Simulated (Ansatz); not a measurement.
# How far to go with the k-point mesh: TaN (P3m1, 2 atoms in the cell)

```
CELL_PARAMETERS angstrom
      2.94876     0.00000     0.00000
     -1.47438     2.55370     0.00000
      0.00000     0.00000     2.89885
ATOMIC_POSITIONS crystal
  Ta 0.00000 0.00000 0.51725
  N  0.66667 0.33333 0.00000
```

Method of the run: PBEsol, default PAW files made with PBE (plane waves; Ansatz, a quantum-chemistry and plane-wave program).

Base settings: basis.ecutwfc = 420 eV; kpoints.mp_grid.grid = 13 13 11; hamiltonian.xc = pbesol; hamiltonian.pseudopotentials = {kind: paw} (the program's default PAW files); scf.occupations.method = fermi_dirac; scf.occupations.width = 0.1 eV.

The second cell is the first with its lattice scaled by 0.98.

Only quantities that move along the ladder and can be compared are tabulated.

The count of work is k-points × plane waves × bands × iterations; it is no time. 

The starting cell comes from a database of computed structures (which also holds hypothetical and non-ambient phases and stackings), without a prior relaxation at this level. Its lattice was rescaled by up to half a per cent. One atom was moved a little off its site on purpose. Spin polarisation is off. In the base run, with a pressure of about -9 GPa the cell is away from its equilibrium volume at this level. Ansatz's pressure includes its estimate of the finite-basis (Pulay) stress.

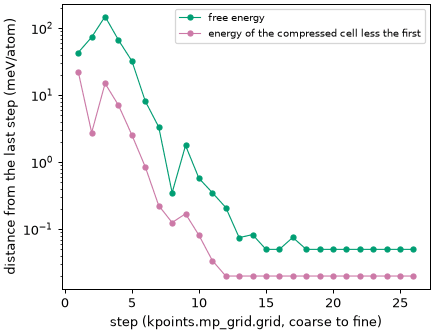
Figure: Distance from the last step along the ladder; very small values are drawn at a floor.

| kpoints.mp_grid.grid | free energy less the last step's (meV/atom) | energy of the compressed cell less the first (meV/atom) | pressure (GPa) | largest difference of a force vector from the last step's (eV/Å) | count of work / last |
|---|---|---|---|---|---|
| 2 2 2 | -43.29 | -14.34 | -13.32 | 0.016 | 0.00068 |
| 3 3 2 | 73.59 | 10.73 | -8.15 | 0.203 | 0.0010 |
| 3 3 3 | 149.12 | 22.95 | -5.31 | 0.224 | 0.0012 |
| 4 4 3 | 66.46 | 15.04 | -7.08 | 0.060 | 0.0015 |
| 4 4 4 | 32.33 | 10.51 | -8.05 | 0.038 | 0.0022 |
| 5 5 4 | 8.13 | 8.82 | -8.49 | 0.003 | 0.0029 |
| 6 6 5 | -3.36 | 7.74 | -8.71 | 0.004 | 0.0046 |
| 7 7 6 | 0.35 | 8.09 | -8.64 | 0.009 | 0.0068 |
| 7 7 7 | 1.78 | 8.14 | -8.62 | 0.007 | 0.0075 |
| 8 8 7 | 0.58 | 8.05 | -8.65 | 0.003 | 0.0094 |
| 9 9 8 | -0.35 | 8.00 | -8.66 | 0.005 | 0.014 |
| 10 10 9 | -0.21 | 7.95 | -8.67 | 0.002 | 0.017 |
| 11 11 10 | -0.07 | 7.97 | -8.67 | 0.002 | 0.023 |
| 12 12 11 | -0.08 | 7.98 | -8.67 | 0.002 | 0.030 |
| 13 13 11 | 0.04 | 7.97 | -8.66 | 0.000 | 0.033 |
| 14 14 12 | -0.03 | 7.97 | -8.67 | 0.000 | 0.042 |
| 15 15 13 | -0.08 | 7.96 | -8.67 | 0.001 | 0.052 |
| 17 17 15 | 0.02 | 7.97 | -8.66 | 0.000 | 0.074 |
| 18 18 16 | -0.02 | 7.97 | -8.66 | 0.000 | 0.089 |
| 20 20 18 | 0.01 | 7.98 | -8.66 | 0.000 | 0.12 |
| 23 23 20 | 0.00 | 7.97 | -8.66 | 0.000 | 0.17 |
| 25 25 22 | 0.00 | 7.97 | -8.66 | 0.000 | 0.22 |
| 28 28 24 | 0.00 | 7.97 | -8.66 | 0.000 | 0.30 |
| 31 31 27 | 0.00 | 7.97 | -8.66 | 0.000 | 0.41 |
| 34 34 30 | 0.00 | 7.97 | -8.66 | 0.000 | 0.54 |
| 38 38 33 | 0.00 | 7.97 | -8.66 | 0.000 | 0.73 |
| 42 42 37 | 0.00 | 7.97 | -8.66 | 0.000 | 1.0 |

Coarsest kpoints.mp_grid.grid that holds the forces within 0.02 eV/Å of the last step, with all finer ones: 5 5 4, at 0.0029 of the last step's count of work; the step before is off by 0.038 eV/Å.

Coarsest kpoints.mp_grid.grid that holds the energy of the compressed cell less the first within 2 meV/atom of the last step, with all finer ones: 5 5 4, at 0.0029 of the last step's count of work; the step before is off by 2.5 meV/atom.

Coarsest kpoints.mp_grid.grid that holds the free energy within 0.5 meV/atom of the last step, with all finer ones: 9 9 8, at 0.014 of the last step's count of work; the step before is off by 0.58 meV/atom.

The energy difference between the two cells stays within 1 meV/atom of the last step's from 5 5 4 on, the total only from 8 8 7 on: much of the error is common to both cells and cancels.

Keys are those of Ansatz 0.2.
